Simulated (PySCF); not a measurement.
# C2H2F2O2: NMR shifts in gas and solvents, part 2 of 2

PySCF 2.14.0. Atoms count from 0. Earlier steps stand in the parts before.

## Step 5: NMR shieldings: wB97X-D/pcSseg-2

Job settings and geometry (Å):

```
{"job": {"kind": "nmr", "xc": "wB97X-D", "basis": "pcSseg-2", "pop": false}, "charge": 0, "multiplicity": 1}
O      0.405446    -1.347313    -1.016219
C      0.408110    -0.404469    -0.286808
O      1.495522     0.206621     0.186187
C     -0.847403     0.280946     0.263795
F     -1.933018    -0.404016    -0.109349
F     -0.922554     1.529360    -0.253110
H      2.268502    -0.236882    -0.192210
H     -0.820701     0.356909     1.355802
```

Method: GIAO wB97X-D/pcSseg-2 NMR shielding, non-relativistic, gas phase.

Output:

```text
coarse grid: 7760 points
cycle   1  E = -427.3446523748  dE =  1.212e+00  |g| = 1.239e+00  |ddm| = 1.976e+00
cycle   2  E = -427.1273121293  dE =  2.173e-01  |g| = 1.746e+00  |ddm| = 1.289e+00
cycle   3  E = -427.6111316464  dE = -4.838e-01  |g| = 1.866e-01  |ddm| = 7.758e-01
cycle   4  E = -427.6158147488  dE = -4.683e-03  |g| = 9.025e-02  |ddm| = 1.031e-01
cycle   5  E = -427.6171309036  dE = -1.316e-03  |g| = 1.175e-02  |ddm| = 4.140e-02
cycle   6  E = -427.6171614405  dE = -3.054e-05  |g| = 3.299e-03  |ddm| = 9.979e-03
cycle   7  E = -427.6171644737  dE = -3.033e-06  |g| = 1.264e-03  |ddm| = 3.499e-03
final grid: 78784 points
cycle   8  E = -427.6070662505  dE = -1.703e-04  |g| = 1.122e-02  |ddm| = 4.260e-02
cycle   9  E = -427.6070640814  dE =  2.169e-06  |g| = 1.216e-02  |ddm| = 8.773e-03
cycle  10  E = -427.6070829341  dE = -1.885e-05  |g| = 5.227e-04  |ddm| = 4.074e-03
cycle  11  E = -427.6070829855  dE = -5.141e-08  |g| = 3.560e-04  |ddm| = 5.166e-04
cycle  12  E = -427.6070830072  dE = -2.169e-08  |g| = 1.088e-04  |ddm| = 2.502e-04
cycle  13  E = -427.6070830095  dE = -2.305e-09  |g| = 4.435e-05  |ddm| = 6.359e-05
cycle  14  E = -427.6070830101  dE = -5.210e-10  |g| = 1.330e-05  |ddm| = 5.127e-05
converged SCF energy = -427.6070830101

GIAO shielding tensors (ppm)
atom      isotropic    diamagn.    paramagn.     s11        s22        s33       span
  0 O     -102.630     393.689    -496.318   -347.126   -258.423    297.659    644.785
  1 C       11.945     253.071    -241.126    -93.682     57.815     71.700    165.382
  2 O      133.136     388.018    -254.881    -25.947    172.730    252.627    278.574
  3 C       70.959     237.283    -166.325     50.220     69.882     92.774     42.553
  4 F      322.365     465.598    -143.233    225.534    336.980    404.582    179.048
  5 F      318.495     466.501    -148.006    196.698    351.733    407.053    210.355
  6 H       25.244      30.175      -4.931     20.584     21.988     33.160     12.576
  7 H       25.687      28.050      -2.363     22.818     25.566     28.677      5.859
```

Wall time 27 s (1 thread of Intel Xeon Platinum 8488C, shared host); peak memory 0.92 GiB.

In short: δ C1 174.3, C3 115.3, O0 430.9, O2 195.1, H6 6.39, H7 5.95 ppm.

## Step 6: Nuclear shieldings: B97-2/pcSseg-2

The job, as its differences from that of step 5:

```diff
@@ -1,2 +1,2 @@
-{"job": {"kind": "nmr", "xc": "wB97X-D", "basis": "pcSseg-2", "pop": false}, "charge": 0, "multiplicity": 1}
+{"job": {"kind": "nmr", "xc": "B97-2", "basis": "pcSseg-2", "pop": false}, "charge": 0, "multiplicity": 1}
 O      0.405446    -1.347313    -1.016219
```

Method: GIAO B97-2/pcSseg-2 NMR shielding, non-relativistic, gas phase.

Output:

```text
coarse grid: 7760 points
cycle   1  E = -427.3648978723  dE =  1.134e+00  |g| = 1.182e+00  |ddm| = 1.988e+00
cycle   2  E = -426.7495539152  dE =  6.153e-01  |g| = 2.206e+00  |ddm| = 1.625e+00
cycle   3  E = -427.5788430632  dE = -8.293e-01  |g| = 3.531e-01  |ddm| = 1.221e+00
cycle   4  E = -427.5992347535  dE = -2.039e-02  |g| = 1.263e-01  |ddm| = 2.100e-01
cycle   5  E = -427.6018948481  dE = -2.660e-03  |g| = 2.102e-02  |ddm| = 6.322e-02
cycle   6  E = -427.6019834635  dE = -8.862e-05  |g| = 5.175e-03  |ddm| = 1.666e-02
cycle   7  E = -427.6019883020  dE = -4.839e-06  |g| = 1.178e-03  |ddm| = 3.368e-03
final grid: 78784 points
cycle   8  E = -427.5941818200  dE = -9.111e-05  |g| = 8.517e-03  |ddm| = 3.416e-02
cycle   9  E = -427.5941697896  dE =  1.203e-05  |g| = 1.216e-02  |ddm| = 8.737e-03
cycle  10  E = -427.5941909674  dE = -2.118e-05  |g| = 1.737e-03  |ddm| = 5.567e-03
cycle  11  E = -427.5941914620  dE = -4.946e-07  |g| = 5.674e-04  |ddm| = 1.023e-03
cycle  12  E = -427.5941915131  dE = -5.106e-08  |g| = 1.301e-04  |ddm| = 2.783e-04
cycle  13  E = -427.5941915165  dE = -3.481e-09  |g| = 1.645e-05  |ddm| = 8.550e-05
cycle  14  E = -427.5941915166  dE = -4.013e-11  |g| = 5.583e-06  |ddm| = 9.813e-06
converged SCF energy = -427.5941915166

GIAO shielding tensors (ppm)
atom      isotropic    diamagn.    paramagn.     s11        s22        s33       span
  0 O      -91.333     394.763    -486.095   -323.329   -243.963    293.293    616.622
  1 C       15.403     254.026    -238.623    -87.040     61.108     72.141    159.181
  2 O      132.319     388.587    -256.268    -23.679    171.748    248.888    272.567
  3 C       71.432     237.606    -166.174     50.400     70.605     93.292     42.892
  4 F      319.053     466.430    -147.377    222.690    335.214    399.255    176.565
  5 F      315.012     467.558    -152.546    193.484    349.201    402.351    208.868
  6 H       25.303      30.160      -4.857     20.638     22.223     33.047     12.409
  7 H       25.637      28.284      -2.647     22.786     25.512     28.614      5.828
```

It took 22 s on 1 thread of Intel Xeon Platinum 8488C, shared host; peak memory 0.83 GiB.

This run: δ C1 170.0, C3 113.9, O0 419.0, O2 195.3, H6 6.33, H7 6.00 ppm.

## Step 7: NMR shieldings: WP04/pcSseg-2 in chloroform

The job, as its differences from that of step 6:

```diff
@@ -1,2 +1,2 @@
-{"job": {"kind": "nmr", "xc": "B97-2", "basis": "pcSseg-2", "pop": false}, "charge": 0, "multiplicity": 1}
+{"job": {"kind": "nmr", "xc": "WP04", "basis": "pcSseg-2", "pop": false, "solvent": "chloroform"}, "charge": 0, "multiplicity": 1}
 O      0.405446    -1.347313    -1.016219
```

With the program's defaults for keys left out, this is: GIAO WP04/pcSseg-2 NMR shielding, non-relativistic, IEF-PCM chloroform.

Output:

```text
coarse grid: 7760 points
cycle   1  E = -435.3400616368  dE =  1.185e+00  |g| = 1.639e+00  |ddm| = 1.955e+00
cycle   2  E = -434.1423872602  dE =  1.198e+00  |g| = 3.060e+00  |ddm| = 1.980e+00
cycle   3  E = -435.7023910095  dE = -1.560e+00  |g| = 4.949e-01  |ddm| = 1.592e+00
cycle   4  E = -435.7387615688  dE = -3.637e-02  |g| = 2.449e-01  |ddm| = 3.112e-01
cycle   5  E = -435.7483316951  dE = -9.570e-03  |g| = 5.191e-02  |ddm| = 1.142e-01
cycle   6  E = -435.7488900332  dE = -5.583e-04  |g| = 8.462e-03  |ddm| = 3.599e-02
cycle   7  E = -435.7489022845  dE = -1.225e-05  |g| = 1.875e-03  |ddm| = 3.988e-03
cycle   8  E = -435.7489027206  dE = -4.361e-07  |g| = 1.081e-03  |ddm| = 1.176e-03
final grid: 78784 points
cycle   9  E = -435.7369449547  dE = -1.229e-04  |g| = 7.113e-03  |ddm| = 3.486e-02
cycle  10  E = -435.7369283010  dE =  1.665e-05  |g| = 1.237e-02  |ddm| = 7.696e-03
cycle  11  E = -435.7369526220  dE = -2.432e-05  |g| = 1.912e-03  |ddm| = 5.198e-03
cycle  12  E = -435.7369531514  dE = -5.294e-07  |g| = 8.698e-04  |ddm| = 1.138e-03
cycle  13  E = -435.7369532716  dE = -1.202e-07  |g| = 1.770e-04  |ddm| = 3.843e-04
cycle  14  E = -435.7369532766  dE = -4.983e-09  |g| = 4.902e-05  |ddm| = 1.013e-04
cycle  15  E = -435.7369532769  dE = -3.128e-10  |g| = 2.054e-05  |ddm| = 2.594e-05
converged SCF energy = -435.7369532769

GIAO shielding tensors (ppm)
atom      isotropic    diamagn.    paramagn.     s11        s22        s33       span
  0 O      -88.829     394.828    -483.656   -314.709   -243.817    292.040    606.750
  1 C       -1.045     252.513    -253.558   -104.124     43.013     57.975    162.099
  2 O      116.774     389.671    -272.897    -55.608    174.540    231.390    286.998
  3 C       55.549     238.228    -182.678     35.520     54.194     76.934     41.414
  4 F      320.481     469.912    -149.431    220.321    347.646    393.475    173.154
  5 F      314.747     471.059    -156.312    190.783    359.655    393.804    203.021
  6 H       24.348      29.129      -4.781     20.090     20.817     32.136     12.046
  7 H       25.554      27.787      -2.234     22.866     25.369     28.426      5.560
```

It took 22 s on 1 thread of Intel Xeon Platinum 8488C, shared host; peak memory 0.91 GiB.

This run: δ C1 176.1, C3 119.6, O0 412.2, O2 206.6, H6 7.52, H7 6.32 ppm.

## Step 8: NMR shieldings: wB97X-D/pcSseg-2 in chloroform

The job, as its differences from that of step 7:

```diff
@@ -1,2 +1,2 @@
-{"job": {"kind": "nmr", "xc": "WP04", "basis": "pcSseg-2", "pop": false, "solvent": "chloroform"}, "charge": 0, "multiplicity": 1}
+{"job": {"kind": "nmr", "xc": "wB97X-D", "basis": "pcSseg-2", "pop": false, "solvent": "chloroform"}, "charge": 0, "multiplicity": 1}
 O      0.405446    -1.347313    -1.016219
```

Method: GIAO wB97X-D/pcSseg-2 NMR shielding, non-relativistic, IEF-PCM chloroform.

Output:

```text
coarse grid: 7760 points
cycle   1  E = -427.3656443481  dE =  1.191e+00  |g| = 1.219e+00  |ddm| = 1.975e+00
cycle   2  E = -427.1973577147  dE =  1.683e-01  |g| = 1.644e+00  |ddm| = 1.146e+00
cycle   3  E = -427.6230363913  dE = -4.257e-01  |g| = 1.456e-01  |ddm| = 6.736e-01
cycle   4  E = -427.6256226949  dE = -2.586e-03  |g| = 8.216e-02  |ddm| = 8.222e-02
cycle   5  E = -427.6267062963  dE = -1.084e-03  |g| = 1.069e-02  |ddm| = 3.670e-02
cycle   6  E = -427.6267314172  dE = -2.512e-05  |g| = 2.949e-03  |ddm| = 9.410e-03
cycle   7  E = -427.6267338613  dE = -2.444e-06  |g| = 9.746e-04  |ddm| = 3.130e-03
final grid: 78784 points
cycle   8  E = -427.6165487887  dE = -1.708e-04  |g| = 1.085e-02  |ddm| = 4.298e-02
cycle   9  E = -427.6165474867  dE =  1.302e-06  |g| = 1.161e-02  |ddm| = 8.489e-03
cycle  10  E = -427.6165645133  dE = -1.703e-05  |g| = 5.022e-04  |ddm| = 3.752e-03
cycle  11  E = -427.6165645679  dE = -5.458e-08  |g| = 3.184e-04  |ddm| = 5.400e-04
cycle  12  E = -427.6165645868  dE = -1.897e-08  |g| = 9.133e-05  |ddm| = 2.262e-04
cycle  13  E = -427.6165645885  dE = -1.682e-09  |g| = 4.554e-05  |ddm| = 6.159e-05
cycle  14  E = -427.6165645890  dE = -5.112e-10  |g| = 9.901e-06  |ddm| = 4.431e-05
converged SCF energy = -427.6165645890

GIAO shielding tensors (ppm)
atom      isotropic    diamagn.    paramagn.     s11        s22        s33       span
  0 O      -80.981     394.876    -475.857   -317.140   -230.703    304.901    622.041
  1 C        9.778     252.436    -242.658    -91.198     48.684     71.847    163.046
  2 O      130.093     388.455    -258.362    -39.021    183.740    245.560    284.582
  3 C       70.458     237.189    -166.731     50.998     69.242     91.134     40.136
  4 F      327.521     466.260    -138.739    230.382    341.059    411.123    180.741
  5 F      322.603     466.959    -144.356    200.059    354.713    413.036    212.977
  6 H       24.357      29.401      -5.044     19.789     20.736     32.546     12.757
  7 H       25.392      27.510      -2.118     22.493     25.195     28.488      5.995
```

It took 28 s on 1 thread of Intel Xeon Platinum 8488C, shared host; peak memory 0.95 GiB.

In short: δ C1 177.3, C3 116.6, O0 416.1, O2 205.0, H6 7.26, H7 6.22 ppm.

## Step 9: Run by run: NMR shifts

Shifts (ppm), means over like atoms, with basis size and wall time (the measured row can stand on another reference than the computed rows):

| run | C1 | C3 | H6 | H7 | O0 | O2 | F4 | functions | time |
| --- | --- | --- | --- | --- | --- | --- | --- | --- | --- |
| PBE0/pcSseg-2 | 172.9 | 115.0 | 6.37 | 5.99 | 430.6 | 198.9 | -142.0 | 244 | 27 s |
| KT3/pcSseg-2 | 161.4 | 113.6 | 6.11 | 6.20 | 395.6 | 198.2 | -154.0 | 244 | 29 s |
| wB97X-D/pcSseg-2 | 174.3 | 115.3 | 6.39 | 5.95 | 430.9 | 195.1 | -135.5 | 244 | 27 s |
| B97-2/pcSseg-2 | 170.0 | 113.9 | 6.33 | 6.00 | 419.0 | 195.3 | -141.1 | 244 | 22 s |
| WP04/pcSseg-2 in chloroform | 176.1 | 119.6 | 7.52 | 6.32 | 412.2 | 206.6 | -138.7 | 244 | 22 s |
| wB97X-D/pcSseg-2 in chloroform | 177.3 | 116.6 | 7.26 | 6.22 | 416.1 | 205.0 | -137.9 | 244 | 28 s |
| measured | – | – | – | – | – | – | -127.0 | – | – |

Measured: Wikipedia, Fluorine-19 nuclear magnetic resonance spectroscopy.

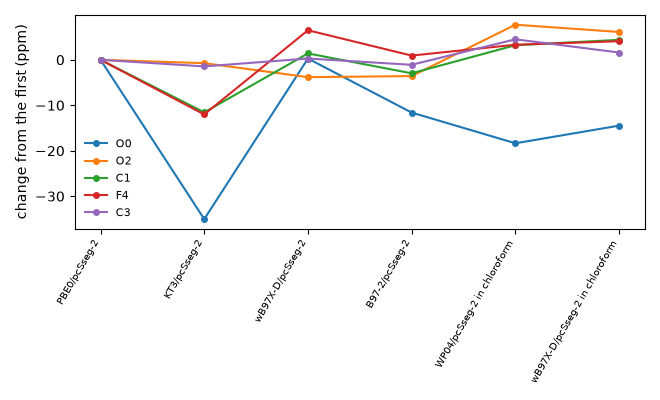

How five of the tabulated atoms move from run to run.

## Step 10: Outcome

What follows sums up all 2 parts.

| quantity | value |
| --- | --- |
| point group | C1 |
| rotational constants (main isotopes) | 5.58, 3.26, 2.30 GHz |
| ¹³C shifts against TMS (PBE0/pcSseg-2) | 172.9, 115.0 ppm |
| ¹H shifts against TMS (PBE0/pcSseg-2) | 6.37, 5.99 ppm |
| ¹⁷O shifts against H2O (PBE0/pcSseg-2) | 430.6, 198.9 ppm |
| ¹⁹F shifts against CFCl3 (PBE0/pcSseg-2, means over atoms taken as alike) | -142.0 ppm |
| measured, and computed on the same scale | F4 δ -127.0, -142.0 ppm |
| surface potential, 1st and 99th percentile | -1.37 V and 3.06 V |
| range of the shift of O0 (wB97X-D/pcSseg-2 runs) | 416.1 to 430.9 ppm |

Over 6 steps the energy fell by 0.122 eV; of the close pairs, C3–F4 changed most, 1.373 to 1.337 Å. The most deshielded carbon is C1 (carboxylic acid carbon), at 172.9 ppm: it is a carbonyl in resonance with an O or N lone pair, the region of acids, esters and amides. At PBE0/pcSseg-2: Shielding is most anisotropic at O0 (span 635 ppm, paramagnetic term -495 ppm). The one measured ¹⁹F shift is missed by -15.0 ppm (computed less measured, unscaled). Vibration, temperature and solvent are missing from the calculation, so part of the miss against the measured shifts is not the functional's. By nearest atom (PBE0/pcSseg-2), the HOMO sits on O0 63 %; O2 9 % and the LUMO on C1 42 %; O0 26 %. At one level, wB97X-D/pcSseg-2: Across the 2 runs the shift of O0 moves most, between 416.1 (wB97X-D/pcSseg-2 in chloroform) and 430.9 ppm (wB97X-D/pcSseg-2).
